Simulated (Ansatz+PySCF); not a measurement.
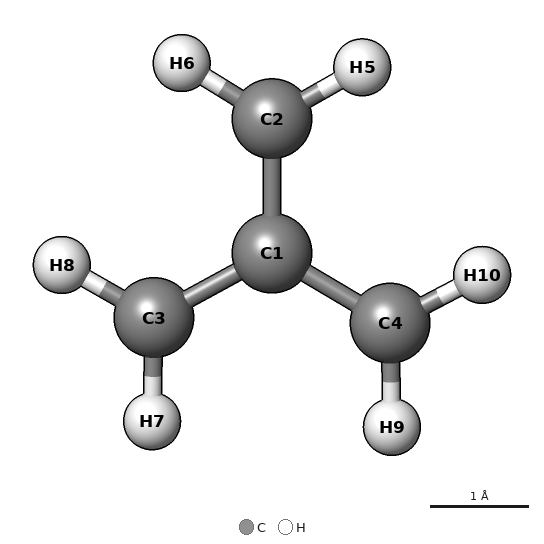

The species is neutral and a spin singlet. Geometry: a fixed input geometry, not necessarily a minimum. Basis: cc-pVDZ. Computed at fixed atoms with Ansatz, PySCF. R, U and RO name restricted, unrestricted and restricted open-shell orbitals; core potentials come with def2 and Stuttgart sets past Kr, some runs use density fitting (about 1 meV), and each entry rests on the lowest determinant that the runs found.

```xyz
10
charge 0, multiplicity 1
C     0.0000    0.0000    0.0000
C     1.4143    0.0000    0.0000
C    -0.7072    1.2248    0.0000
C    -0.7072   -1.2248    0.0000
H     1.9765   -0.9363    0.0000
H     1.9765    0.9363    0.0000
H    -1.7991    1.2436    0.0000
H    -0.1774    2.1799    0.0000
H    -1.7991   -1.2436    0.0000
H    -0.1774   -2.1799    0.0000
```

Give total energies (hartree), correlation energies and ⟨S²⟩ of the determinant for R-CCSD(T) (4 frozen); R-MP2 (4 frozen); R-PBE; R-r²SCAN; R-ωB97X; RHF; U-PBE0; U-ωB97X; UHF.

| method | energy (Eh) | correlation (mEh) | ⟨S²⟩ |
| --- | --- | --- | --- |
| RHF | -154.7550 | – | 0.00 |
| UHF | -154.8718 | – | 1.14 |
| R-MP2 (4 frozen) | -155.3216 | -566.6 | 0.00 |
| R-CCSD(T) (4 frozen) | -155.4190 | -664.0 | – |
| R-PBE | -155.6441 | – | 0.00 |
| U-PBE0 | -155.7170 | – | 1.01 |
| R-r²SCAN | -155.7572 | – | – |
| R-ωB97X | -155.7911 | – | 0.00 |
| U-ωB97X | -155.8601 | – | 1.02 |
